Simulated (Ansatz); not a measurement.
System: CH₅ClSi.

```yaml
atoms:
  - { symbol: Si, position_ang: [-0.0134, -0.0125, 0.0090] }
  - { symbol: C, position_ang: [0.0063, -0.0006, 1.8810] }
  - { symbol: H, position_ang: [-1.0199, -0.1011, 2.2687] }
  - { symbol: H, position_ang: [0.6061, -0.8341, 2.2731] }
  - { symbol: H, position_ang: [0.4285, 0.9395, 2.2638] }
  - { symbol: Cl, position_ang: [1.9575, 0.1494, -0.7129] }
  - { symbol: H, position_ang: [-0.7675, 1.1427, -0.5435] }
  - { symbol: H, position_ang: [-0.5644, -1.2833, -0.5293] }
```

These are results of Ansatz 0.2.0, RKS B3LYP/def2-SVPD, not measurements.

Q: What will maps of the electron density and electron localisation function show?

A: C–Si (1.87 Å): the density is about 0.97 e/Å³ at the midpoint; the ELF peaks at about 0.95 between the atoms (a covalent bond).
Si–Cl (2.11 Å): ρ is about 0.79 e/Å³ halfway; the ELF peaks at about 0.90 between the atoms (a polar covalent bond).
C–H (1.10 Å): the density is about 1.9 e/Å³ at the midpoint; the ELF climbs to about 1 towards the hydrogen, as it does in any bond to H (a covalent bond by its length).

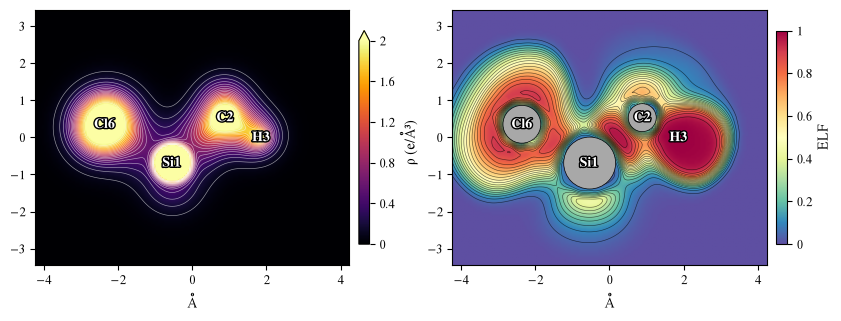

Computed electron density and electron localisation function on the plane of atoms Si1, C2 and H3, in this order. Grey discs cover the atomic cores in the ELF map. 
